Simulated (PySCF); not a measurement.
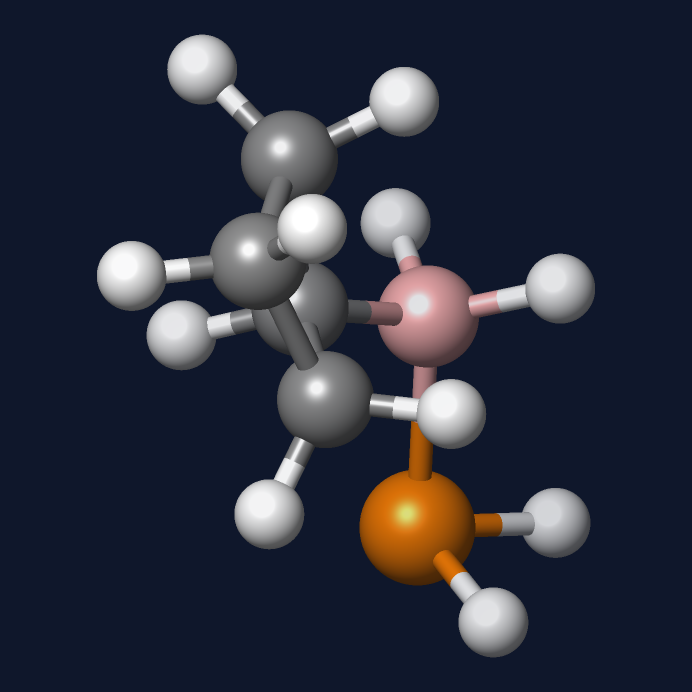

Colours: phosphorus orange, boron pink, carbon grey, hydrogen white.

The species has charge −1 and is a spin singlet.

Describe the molecule.

It has 17 atoms: 4 carbon, 11 hydrogen, 1 boron and 1 phosphorus (C4H11BP(-)). Its SMILES string is `P[BH2-]C1CCC1`. Independent rings (smallest set): 1 of 4 members. Among its groups: B–H bond. The point group is C1. Coordination, clear cases only: 1 P trigonal pyramidal; 1 B tetrahedral.

More results for the same structure follow; atom numbers are the same in all pictures, views and colours differ. The computed structure is the end point of a PBE0-D3(BJ)/def2-SVP optimisation. No frequency run is at hand to confirm it as a minimum.

### Geometry

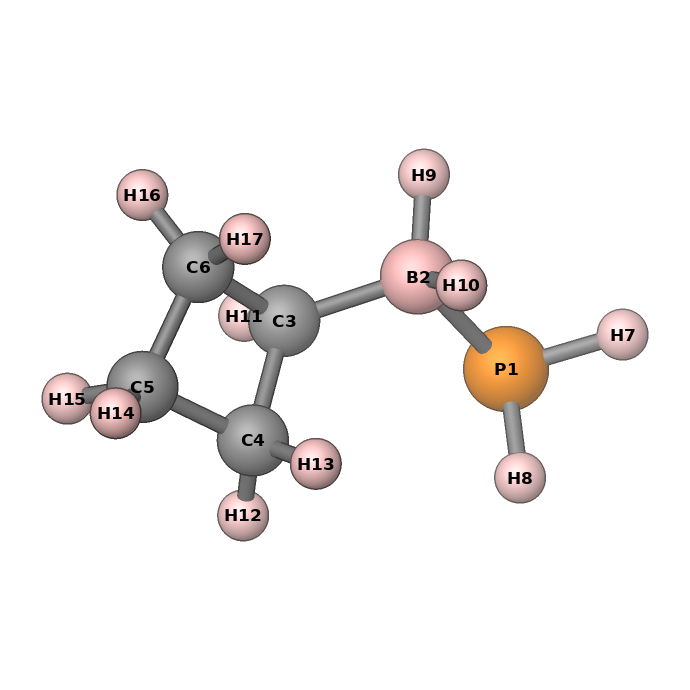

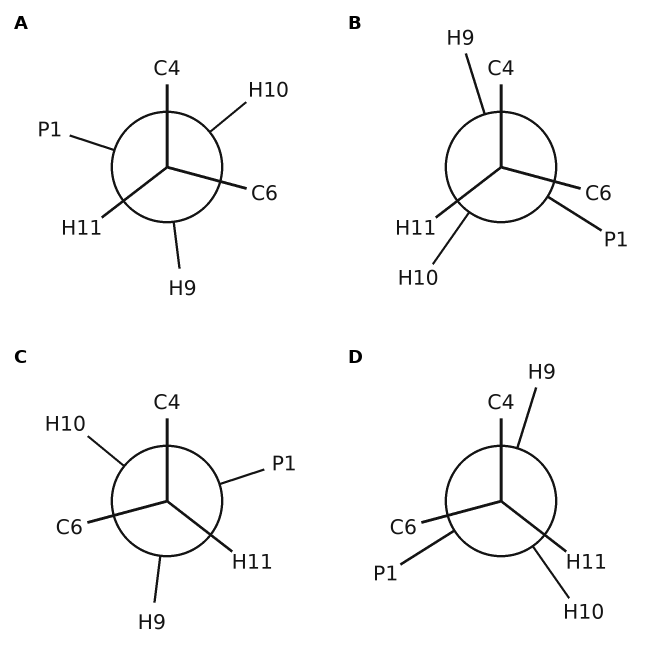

Atoms fade into the background with distance from the viewer. Bonds that would overlap in a projection are set slightly apart. No frequency run is at hand to confirm it as a minimum.

**Which Newman projection shows the view along C3–B2, with C3 in front?**

C. The torsion angle C4–C3–B2–P1 is 72°, synclinal (gauche).

### Bond orders

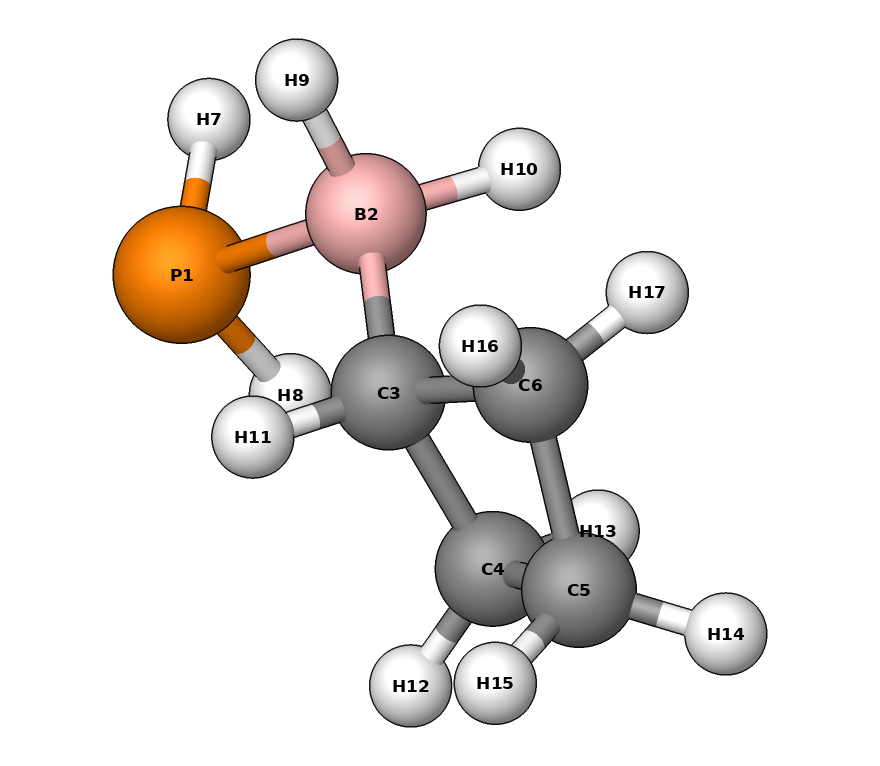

Every bond is drawn as one stick. No frequency run is at hand to confirm it as a minimum. Level of theory: PBE0/pcSseg-1 in cyclohexane (IEF-PCM) (PySCF 2.14.0).

List the Mayer bond orders of P1–B2, B2–C3, C3–C4, C3–C6, C4–C5, C5–C6 (bonds between heavy atoms, one of each equivalent set).

```json
{"bond": "P1–B2", "Mayer order": "0.90", "length (Å)": "2.009"}
{"bond": "B2–C3", "Mayer order": "0.89", "length (Å)": "1.625"}
{"bond": "C3–C4", "Mayer order": "1.00", "length (Å)": "1.553"}
{"bond": "C3–C6", "Mayer order": "1.01", "length (Å)": "1.552"}
{"bond": "C4–C5", "Mayer order": "1.03", "length (Å)": "1.539"}
{"bond": "C5–C6", "Mayer order": "1.03", "length (Å)": "1.539"}
```

### Electronic properties

No frequency run is at hand to confirm it as a minimum. Level of theory: CAM-B3LYP/def2-SVPD in water (IEF-PCM) (PySCF 2.14.0). Excitations: vertical, linear response.

Predict the main results.

- HOMO energy (Kohn–Sham orbital): −7.07 eV
- mean static polarisability: 149.7 bohr³
- lowest vertical singlet excitation: 5.61 eV
- its oscillator strength: 0.026
- brightest of the 6 lowest singlets: 6.47 eV
- its oscillator strength: 0.31

### NMR shielding

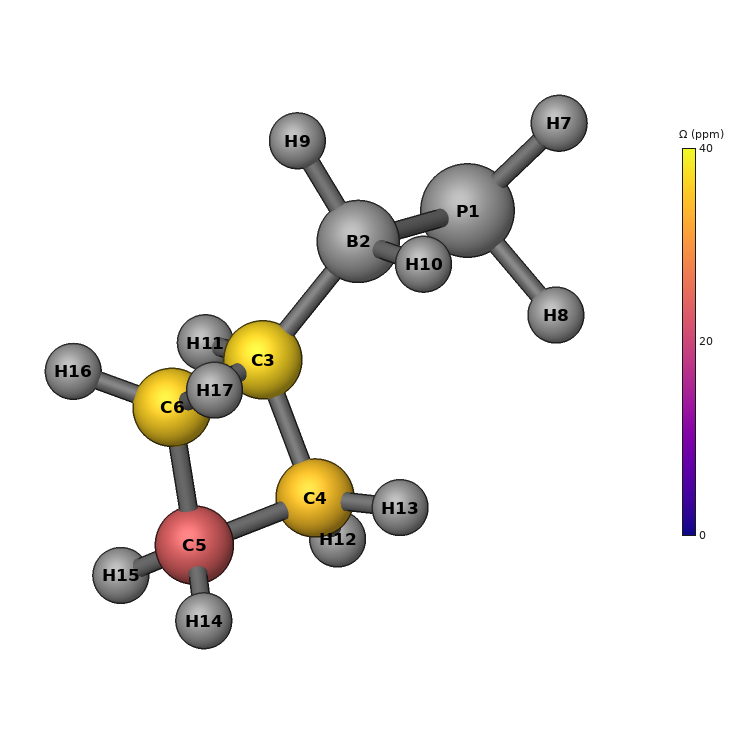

The C atoms are coloured by the span of their shielding tensor. No frequency run is at hand to confirm it as a minimum. Level of theory: GIAO PBE0/pcSseg-1 NMR shielding, non-relativistic, IEF-PCM cyclohexane (PySCF 2.14.0). Principal shieldings σ11 ≤ σ22 ≤ σ33, span Ω = σ33 − σ11, skew κ = 3(σiso − σ22)/Ω.

Give the shielding tensors of the C atoms.

```csv
atom,σ11,σ22,σ33,σiso,Ω,κ
C3,127.2,152.7,164.1,148.0,36.8,−0.38
C4,136.7,145.3,171.6,151.2,34.9,0.51
C5,146.4,163.3,170.1,159.9,23.7,−0.43
C6,136.3,141.4,172.5,150.1,36.2,0.72
```

Shieldings and span in ppm.

### Charges

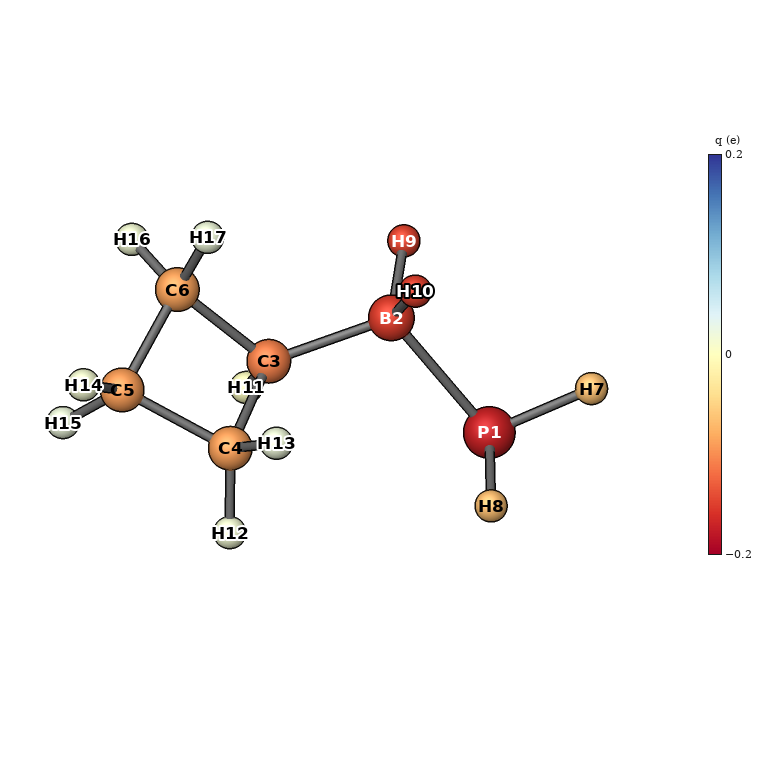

Atoms are coloured by their Hirshfeld charges. No frequency run is at hand to confirm it as a minimum. Level of theory: PBE0/pcSseg-1 in cyclohexane (IEF-PCM) (PySCF 2.14.0).

**Which atom carries the highest charge (most positive or least negative)?**

H13, H15, H17 (0.02 e).

**And the lowest?**

P1 (−0.17 e).

Give the Hirshfeld charges atom by atom.

```tsv
atom	value (e)
P1	−0.17
B2	−0.15
C3	−0.11
C4	−0.09
C5	−0.09
C6	−0.08
H7	−0.06
H8	−0.06
H9	−0.14
H10	−0.15
H11	0.00
H12	0.01
H13	0.02
H14	0.01
H15	0.02
H16	0.01
H17	0.02
```
